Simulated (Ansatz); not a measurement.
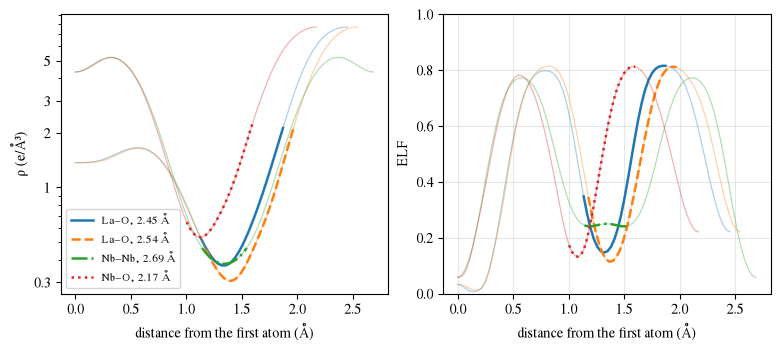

The picture shows: LaNbO. Valence electron density and electron localisation function along straight lines between neighbouring atoms. Thin, pale parts lie inside the atomic spheres.

Space group P4/nmm; a generated structure, not necessarily the stable one; changed on purpose from its base cell (volume × 0.88, shape and atoms relaxed); computed pressure about 21 GPa in this cell.

Theory: DFT PBE, scalar-relativistic, plane waves, PAW in Ansatz.

Core electrons are frozen (PAW), and the valence fields are smoothed inside the atomic spheres.

Compare the contacts.

La–O (2.45 Å): the density is about 0.41 e/Å³ at the midpoint, with its minimum of 0.37 e/Å³ about 1.3 Å from La; the ELF is about 0.20 at the midpoint: no localised pair shows between them.
La–O (2.54 Å): ρ is about 0.35 e/Å³ halfway, with its minimum of 0.31 e/Å³ about 1.4 Å from La; the ELF is about 0.20 at the midpoint; no shared electron pair shows on this line.
Nb–Nb (2.69 Å): ρ at the midpoint is about 0.38 e/Å³; the ELF is about 0.25 at the midpoint (no localised pair shows between them).
Nb–O (2.17 Å): ρ at the midpoint is about 0.54 e/Å³; the ELF peaks at about 0.80 in the valence shell of O, 0.6 Å from its nucleus, and drops to about 0.15 between the two atoms: no localised pair shows between them.
